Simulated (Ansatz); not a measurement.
## KMgF3: optical spectrum from first principles

Wanted: where KMgF3 starts to absorb, how strongly, and its refractive index.

Main program and level: Ansatz 0.2.0; DFT, PBE, plane-wave PAW, default files, scalar-relativistic, independent-particle optical response without local fields.

### 1. The structure

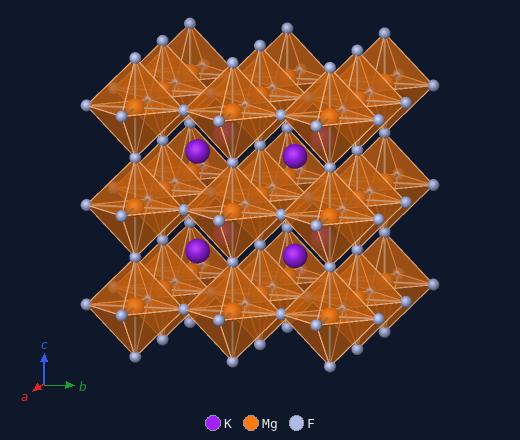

Start, viewed slightly off an axis; potassium purple, magnesium orange, fluorine light blue. 2×2×2 cells are drawn. Some periodic images of atoms are drawn too.

### 2. Ground state and bands

The self-consistent density comes first; it also tells whether there is a gap, which decides the occupations and the need for a Drude term.

This step: DFT, PBE, plane-wave PAW, default files, scalar-relativistic, ground state (Ansatz 0.2.0).

input.yaml reads:

```yaml
crystal:
  lattice:
    - [3.9859, 0.0, 0.0]
    - [0.0, 3.9859, 0.0]
    - [0.0, 0.0, 3.9859]
  atoms:
    - { symbol: K, position: [0.5, 0.5, 0.5] }
    - { symbol: Mg, position: [0.0, 0.0, 0.0] }
    - { symbol: F, position: [0.0, 0.0, 0.5] }
    - { symbol: F, position: [0.0, 0.5, 0.0] }
    - { symbol: F, position: [0.5, 0.0, 0.0] }
kpoints:
  mp_grid: { grid: [6, 6, 6] }
  band_path:
    path:
      - [[0.0, 0.0, 0.0], [0.0, 0.5, 0.0], [0.5, 0.5, 0.0], [0.0, 0.0, 0.0], [0.5, 0.5, 0.5], [0.0, 0.5, 0.0]]
      - [[0.5, 0.5, 0.0], [0.5, 0.5, 0.5]]
    npoints: 10
scf:
  occupations: { method: fermi_dirac, width: 0.05 }
  n_extra_bands: 9
hamiltonian:
  xc: pbe
  pseudopotentials: { kind: paw }
output:
  forces: true
  stress: true
  populations: true
  write_bands: true
  write_density: true
  write_potential: true
  elf: true
  volumetric_format: npy
```

Command:

```console
> ansatz run input.yaml --threads 4 --pin off --max-ram 8192MiB --backend cpu --events-out ev --progress --plain --runs-dir out
```

Numbers of over 12 decimals in the logs are rounded to 6 here.

The program printed:

```text
scf.n_extra_bands = 9 over 20 filled bands (N_el = 40.0): the run solves 29 bands
Engine: ansatz 0.2.0, x86_64-unknown-linux-gnu
Pseudopotentials: kind: paw
Pseudopotential: K, paw, valence charge 9, recommended cutoff 420 eV (normal), K.paw.azcp
Pseudopotential: Mg, paw, valence charge 10, recommended cutoff 420 eV (normal), Mg.paw.azcp
Pseudopotential: F, paw, valence charge 7, recommended cutoff 420 eV (normal), F.paw.azcp
Functional definition: PBE
  parameter kappa = 0.804
  parameter beta = 0.066725
  exchange = pbe_x(kappa = kappa, mu = beta*pi^2/3)
  correlation = pbe_c(beta = beta)
Crystal: 5 atoms, lattice volume = 63.326 Å³
Basis set: ecut = 420 eV, 1237 PW (Γ), exchange–correlation on 54×54×54 points (8 copies of the dense FFT grid, shifted against one another)
Bands: 29, of which v1, the nominal top of the filled ones, is band 20 counted from 1 (19 counted from 0)
Symmetry: 48 space group operations
Space group: Pm-3m (ITA 221), of the structure as read, at distance tolerance 4.0e-5 Å
k-points: 20 of 216
Non-local potential: K, projectors of the file, l = 0: 3, l = 1: 2, l = 2: 2
Non-local potential: Mg, projectors of the file, l = 0: 3, l = 1: 2, l = 2: 1
Non-local potential: F, projectors of the file, l = 0: 2, l = 1: 2, l = 2: 1
PAW form: soft (Blöchl's): semilocal exchange-correlation on the pseudo side does not see the compensation charge
PAW one-centre angular grid: K, 110 points (default); XC on 64 Gauss nodes
PAW one-centre angular grid: Mg, 110 points (default); XC on 64 Gauss nodes
PAW one-centre angular grid: F, 110 points (default); XC on 64 Gauss nodes
Initial density: superposition of atomic densities (neutral atoms: chi_scale 0, normalization atom), corrected by the library's trained network
Initial wavefunctions: pseudopotential atomic-orbital guess
Functional: x = pbe(κ = 0.804, μ = 0.219515), c = pbe(β = 0.066725)
SCF iter   1: F=—  HF=-5894.699995 eV  |F-HF|=—  |Δ(HF+E_count)|=         —  Δρ=4.97e-4  dr2=4.22e-5  ethr=1.77e-3  ⟨swp⟩=6.0  Hψ=2826  notcnv=0  defer=8
preconditioner: auto → Resta (q_TF=auto, 2.527 Å⁻¹)  ε∞=2.6  [insulator: Δε(μ)=7.328 eV  Ē_g=20.673 eV  σ=0.050 eV  W_gap=1.00  n_scr=18 (ndim 8)  ℏωp=26.4 eV  f_vac=0.032  D(μ)=0.00/eV (n_scr^D=0)  ε∞_Penn≈2.6]
SCF iter   2: F=—  HF=-5894.699546 eV  |F-HF|=—  |Δ(HF+E_count)|=   4.50e-4  Δρ=4.87e-4  dr2=8.13e-5  ethr=1.05e-7  ⟨swp⟩=3.0  Hψ=1368  notcnv=0  defer=28
SCF iter   3: F=—  HF=-5894.699594 eV  |F-HF|=—  |Δ(HF+E_count)|=   4.83e-5  Δρ=2.08e-4  dr2=1.35e-5  ethr=1.05e-7  ⟨swp⟩=2.0  Hψ=710  notcnv=0  defer=28
SCF iter   4: F=—  HF=-5894.699661 eV  |F-HF|=—  |Δ(HF+E_count)|=   6.64e-5  Δρ=7.54e-5  dr2=2.23e-6  ethr=3.38e-8  ⟨swp⟩=2.0  Hψ=825  notcnv=0  defer=28
SCF iter   5: F=—  HF=-5894.699661 eV  |F-HF|=—  |Δ(HF+E_count)|=   7.20e-7  Δρ=4.24e-5  dr2=7.81e-7  ethr=5.58e-9  ⟨swp⟩=2.6  Hψ=861  notcnv=0  defer=28
SCF iter   6: F=—  HF=-5894.699661 eV  |F-HF|=—  |Δ(HF+E_count)|=   1.62e-7  Δρ=1.65e-5  dr2=1.27e-7  ethr=1.95e-9  ⟨swp⟩=2.2  Hψ=717  notcnv=0  defer=28
SCF iter   7: F=-5894.699661 eV  HF=-5894.699661 eV  |F-HF|=2.29e-8  |Δ(HF+E_count)|=   3.42e-8  Δρ=7.17e-6  dr2=2.57e-8  ethr=2.50e-10  ⟨swp⟩=11.2  Hψ=3532  notcnv=0
SCF 1 converged in 7 iterations: F = -5894.699661 eV  dr2 = 2.57e-8
  greatest PAW one-centre occupation: 1.000 electrons in one spin orbital (limit 2), on the Mg atom at site 1 (counted from 0), in its partial waves of l = 0
NSCF: frozen V_eff on 62 k-points
SCF converged after 7 iterations
Free energy (F): -5894.699661 eV
Harris-Foulkes:  -5894.699661 eV  (|F-HF|=2.29e-8)
Internal energy: -5894.699661 eV  (E = F + TS)
E sigma→0 (E₀):  -5894.699661 eV
Fermi energy:    6.594607 eV
--- Per-component energies (eV) ---
  E_band       = -499.948161
  E_kinetic    = 956.884484
  E_local      = -3733.154306  (includes V_loc(G=0)·N_el)
  E_nonlocal   = 327.933499
  E_hartree    = 1358.733087
  E_xc         = -407.271684
  E_vxc        = -513.984885  (∫ρ·V_xc dr)
  E_paw        = -1676.193372  (= ΣΔE_a)
  E_vpaw       = -255.091750  (= ΣTr[D̂ρ^β])
  E_aug_tail   = 0.006186  (compensation charges beyond the density's cutoff)
  E_ewald      = -2721.637555
  E_smearing   = -0.000000  (= −TS)
  E_closure    = -0.000000  (closes the sum)
  Σ components = -5894.699661   (vs F -5894.699661, Δ=0.00e0)
--- Forces (eV/Å), atoms counted from 1 ---
  atom   1  K      0.00000000     0.00000000    -0.00000000
  atom   2  Mg    -0.00000000     0.00000000    -0.00000000
  atom   3  F      0.00000000     0.00000000     0.00000000
  atom   4  F      0.00000000    -0.00000000     0.00000000
  atom   5  F     -0.00000000    -0.00000000     0.00000000
  max |Σ_I F_I| component: 4.09e-29 eV/Å
--- Stress (GPa, compression-positive) ---
        3.783162      -0.000000       0.000000
       -0.000000       3.783162       0.000000
        0.000000       0.000000       3.783162
  P = ⅓ Tr σ = 3.7832 GPa (37.832 kbar)
--- Band table (eV; the first three rows and the last of 20) ---
  k-point 0: bands = [... 16 lower, 2.2269, 2.5303, 2.5303, 2.5303, 10.1856, 12.9408, 12.9408, 15.0660, ... 5 higher]
  k-point 1: bands = [... 16 lower, 2.1707, 2.2738, 2.4775, 2.4775, 10.6665, 13.1827, 13.2273, 15.1884, ... 5 higher]
  k-point 2: bands = [... 16 lower, 2.0534, 2.0534, 2.3743, 2.3743, 11.8416, 13.6901, 13.6943, 15.4708, ... 5 higher]
  k-point 19: bands = [... 16 lower, 1.7427, 2.8510, 2.8510, 2.8510, 13.3132, 13.3132, 13.3132, 16.8150, ... 5 higher]
--- Löwdin populations: 5 sites ---
  site symbol       q [e]
     0      K      8.1795
     1     Mg      8.3289
     2      F      7.7738
     3      F      7.7738
     4      F      7.7738
  spilling = 0.004251 (of n_electrons = 40.000000)
```

The job ended after 2.2 s (4 threads of Intel Xeon Platinum 8375C at 2.90GHz (Ice Lake), shared host; peak memory 0.42 GiB; 4.6 s of CPU time).

The column dr2 measures how far the density is from self-consistency, as an energy; F and HF (Harris–Foulkes) agree once it is small.

Read-outs, printed or worked out from the files:

| Quantity | Value |
| --- | --- |
| free energy | -5894.6997 eV |
| Fermi energy | 6.595 eV |
| gap by band count | 7.335 eV |
| electrons | 40 |
| symmetry operations | 48 |
| pressure | 3.783 GPa |
| gap on the k-mesh | 7.335 eV |
| volume | 63.33 Å³ |
| gap on the path | 7.335 eV |
| least direct gap on the path | 7.655 eV |

There is a gap, 7.33 eV on the path, so no carriers' term is needed. The cell is left with a pressure of 3.8 GPa, as it stands unrelaxed at this level.

The electronic bands at the labelled points (eV, zero at the Fermi level; v1 is the highest filled band, c1 the lowest empty one):

```
    point     v4     v3     v2     v1    c1    c2    c3     c4
        Γ  -4.37  -4.06  -4.06  -4.06  3.59  6.35  6.35   8.47
        X  -4.60  -4.60  -4.27  -4.27  6.39  6.73  7.37   9.03
        M  -4.78  -4.63  -4.63  -3.76  7.18  7.95  8.91   8.91
        Γ  -4.37  -4.06  -4.06  -4.06  3.59  6.35  6.35   8.47
        R  -4.85  -3.74  -3.74  -3.74  6.72  6.72  6.72  10.22
        X  -4.60  -4.60  -4.27  -4.27  6.39  6.73  7.37   9.03
jump to M  -4.78  -4.63  -4.63  -3.76  7.18  7.95  8.91   8.91
        R  -4.85  -3.74  -3.74  -3.74  6.72  6.72  6.72  10.22
```

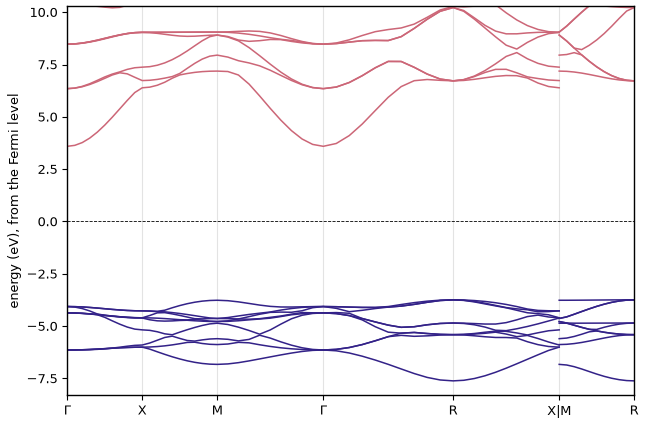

Electronic bands along the path; lines of filled and empty bands in two colours.

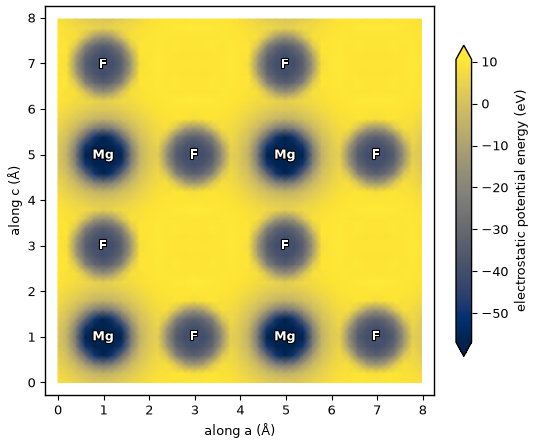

Electrostatic potential energy in the ac plane at fractional y = 0.000, with atoms of Mg and F within 0.2 Å of it. With pseudopotentials it is smooth inside the atoms' cores, unlike the true potential. The map starts off the cell's origin, so that atoms lie inside it.

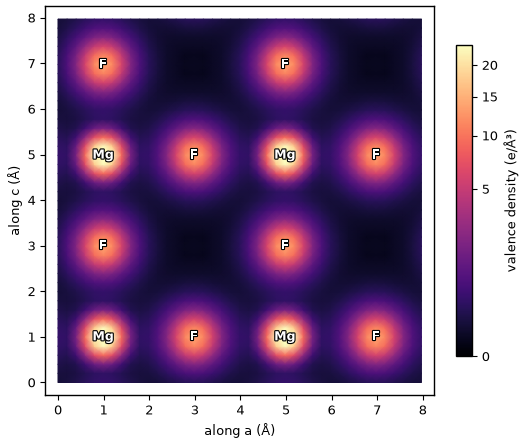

Valence density in the ac plane at fractional y = 0.000, with atoms of Mg and F within 0.2 Å of it. It is the smooth field of the valence electrons, not physical close to the nuclei. The map starts off the cell's origin, so that atoms lie inside it. The colour scale is stretched toward low values.

### 3. Spectrum

The spectrum is a sum over vertical transitions between filled and empty bands at the fixed density, so many empty bands are needed.

This step: DFT, PBE, plane-wave PAW, default files, scalar-relativistic, independent-particle optical response without local fields (Ansatz 0.2.0).

input.yaml, the sections that differ from step 2:

```yaml
kpoints:
  mp_grid: { grid: [6, 6, 6] }
scf:
  occupations: { method: fixed }
output:
  optics:
    e_range: [0, 20]
    de: 0.05
    sigma: 0.1
    nscf_kmesh: { grid: [6, 6, 6] }
    bands: { spectra_wanted_up_to: 20 }
# crystal, hamiltonian: as in step 2
```

The program printed:

```text
[...]
Crystal: 5 atoms, lattice volume = 63.326 Å³
Basis set: ecut = 420 eV, 1237 PW (Γ)
Bands: 25, of which v1, the nominal top of the filled ones, is band 20 counted from 1 (19 counted from 0)
Symmetry: 48 space group operations
[...]
k-points: 20 of 216
[...]
SCF iter   1: F=—  HF=-5894.700541 eV  |F-HF|=—  |Δ(HF+E_count)|=         —  Δρ=4.93e-4  dr2=3.87e-5  ethr=1.77e-3  ⟨swp⟩=4.4  Hψ=2105  notcnv=0  defer=31
[...]
SCF iter   9: F=-5894.700264 eV  HF=-5894.700264 eV  |F-HF|=3.64e-12  |Δ(HF+E_count)|=  8.19e-12  Δρ=7.19e-8  dr2=2.04e-12  ethr=1.00e-12  ⟨swp⟩=8.2  Hψ=1939  notcnv=0
SCF 1 converged in 9 iterations: F = -5894.700264 eV  dr2 = 2.04e-12
[...]
NSCF: frozen V_eff on 20 k-points
output.optics: what the bands over the 50 summed would add to eps1, eps2 and the energy-loss function is held between a lower and an upper bound (6 Lanczos steps). eps1, eps2 and their loss function (loss_summed_bands) are given on every row as the summed bands alone make them. Along an axis, on a row where the two bounds hold the loss function to about 1 % of the greater of itself and 0.5 % of |1/eps|, its cell (loss_completed) is given, with the completed eps1 and eps2 that it is formed of (a cell that is left empty reads nan in the table and null in the record). The two bounds hold it so along every axis on all 401 rows up to 20.000 eV. [rest of the remark cut]
SCF converged after 9 iterations
Free energy (F): -5894.700264 eV
[...]
Internal energy: -5894.700264 eV  (E = F + TS)
E sigma→0 (E₀):  -5894.700264 eV
Fermi energy:    2.851695 eV
[...]
--- Band table (eV; the first three rows and the last of 20) ---
  k-point 0: bands = [... 16 lower, 2.2275, 2.5311, 2.5311, 2.5311, 10.1860, 12.9411, 12.9411, 15.0659, ... 1 higher]
  k-point 1: bands = [... 16 lower, 2.1714, 2.2746, 2.4783, 2.4783, 10.6670, 13.1830, 13.2276, 15.1883, ... 1 higher]
  k-point 2: bands = [... 16 lower, 2.0541, 2.0541, 2.3751, 2.3751, 11.8421, 13.6904, 13.6945, 15.4706, ... 1 higher]
  k-point 19: bands = [... 16 lower, 1.7439, 2.8517, 2.8517, 2.8517, 13.3133, 13.3133, 13.3133, 16.8148, ... 1 higher]
```

The job ended after 6.4 s (4 threads; peak memory 0.77 GiB; 23 s of CPU time).

Read-outs, printed or worked out from the files:

```
electronic dielectric constant ε∞, mean over x, y and z (by symmetry where fewer were run) : 2.170
absorption onset, first axis (α over 10⁴ cm⁻¹, or the direct gap if that lies higher)      : 7.655 eV
least direct gap on the mesh                                                               : 7.655 eV
bands summed                                                                               : 50
spectra valid up to                                                                        : 31.22 eV
program's estimate of the k-sum error in Im epsilon                                        : 0.06 %
electrons in the f-sum                                                                     : 17.97
```

The Im ε, any direction has structure finer than the step of the table below, so its rows give means over 1 eV, whole bins alone (the curve runs from 0 to 20 eV). Peaks (eV: height): 11.6: 2.85, 12.9: 1.72, 14.7: 1.14, 16.3: 2.09, 17.8: 2.15.

The Im ε, any direction by photon energy; means over each step:

```
photon energy (eV)  Im ε, any direction
                 7               3.5e-5
                 8                0.277
                 9                0.565
                10                0.775
                11                 2.11
                12                 1.72
                13                 1.34
                14                0.668
                15                0.809
                16                 1.25
                17                 1.03
                18                 1.64
                19                 1.93
```

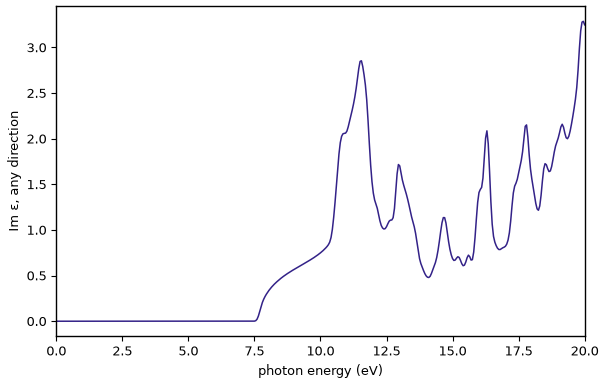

Im ε, any direction, plotted against photon energy.

Table of Re ε, any direction by photon energy:

```
photon energy (eV)  Re ε, any direction
                 0                 2.17
                 2                 2.19
                 4                 2.26
                 6                 2.43
                 8                 2.96
                10                 3.12
                12                 1.13
                14                 1.63
                16                 2.63
                18                 1.74
                20                 1.65
```

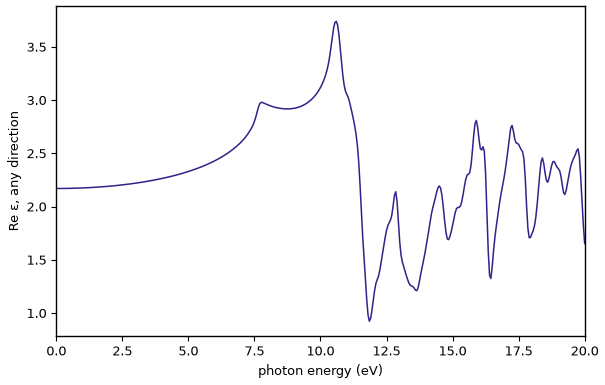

Re ε, any direction against photon energy.

The reflectivity at normal incidence, any direction has structure finer than the step of the table below, so its rows give means over 1 eV, whole bins alone (the curve runs from 0 to 20 eV). Peaks (eV: height): 11.6: 15.1, 12.9: 8.74, 14.6: 5.90, 16.3: 10.9, 17.8: 11.3.

Table of reflectivity at normal incidence, any direction by photon energy; means over each step:

```
photon energy (eV)  reflectivity at normal incidence, any direction (%)
                 1                                                 3.69
                 2                                                 3.75
                 3                                                 3.88
                 4                                                 4.07
                 5                                                 4.35
                 6                                                 4.79
                 7                                                 5.58
                 8                                                 7.06
                 9                                                 7.35
                10                                                 8.65
                11                                                 12.8
                12                                                 9.11
                13                                                 6.64
                14                                                 3.33
                15                                                 4.47
                16                                                 7.71
                17                                                 6.29
                18                                                 8.75
                19                                                 10.3
```

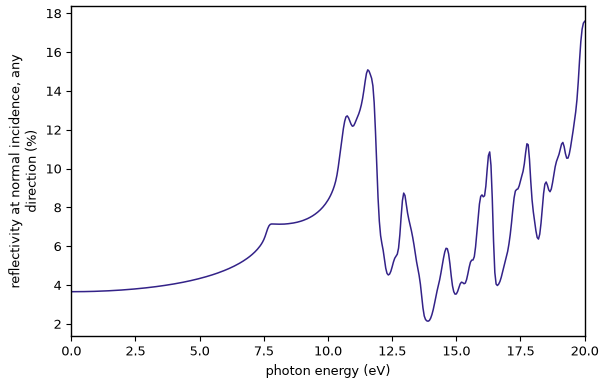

Reflectivity at normal incidence, any direction against photon energy.

Values under 1 per cm are given as 1. Absorption coefficient, any direction against photon energy:

```
photon energy (eV)  absorption coefficient, any direction (1/cm)
              0.00                                             1
              2.00                                             1
              4.00                                             1
              6.00                                             1
              8.00                                         74777
             10.00                                         2.1e5
             12.00                                         7.1e5
             14.00                                         2.7e5
             16.00                                         6.8e5
             18.00                                         1.0e6
             20.00                                         2.0e6
```

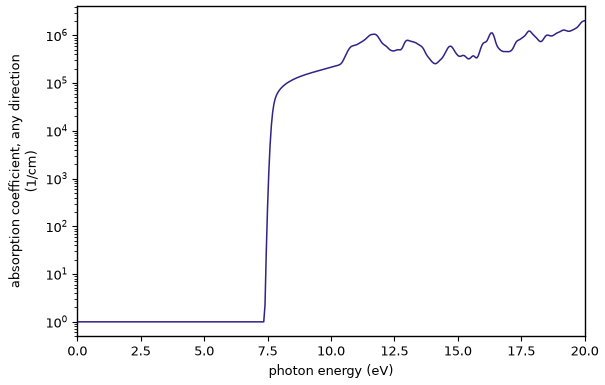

Absorption coefficient, any direction against photon energy.

The loss function −Im 1/ε at q → 0, any direction has structure finer than the step of the table below, so its rows give means over 1 eV, whole bins alone (the curve runs from 0 to 20 eV). Peaks (eV: height): 11.9: 0.450, 13.6: 0.401, 14.8: 0.255, 16.4: 0.377, 17.9: 0.292.

The loss function −Im 1/ε at q → 0, any direction by energy loss; means over each step:

```
energy loss (eV)  loss function −Im 1/ε at q → 0, any direction
               7                                         4.5e-6
               8                                         0.0314
               9                                         0.0633
              10                                         0.0719
              11                                          0.149
              12                                          0.341
              13                                          0.300
              14                                          0.225
              15                                          0.182
              16                                          0.182
              17                                          0.168
              18                                          0.225
              19                                          0.214
```

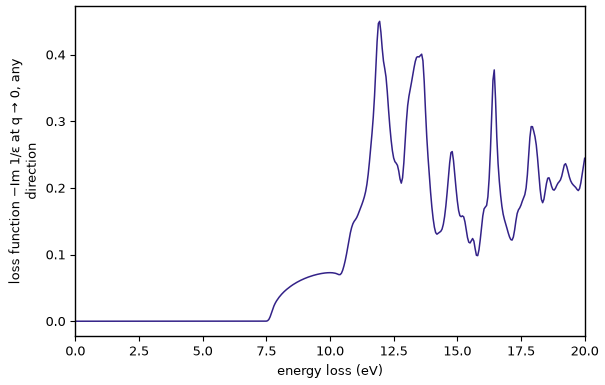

Loss function −Im 1/ε at q → 0, any direction against energy loss.

(Continued in part 2 of 2.)

[Logs are printed without paths, hosts, clocks, repeated set-up lines and the standing remarks that a program may print on its own settings, such as how far it seeks lower states.]

[Hosts, paths, dates, database ids (printed as entryN), source tags and the programs' standing remarks are cut or masked in the printed files.]
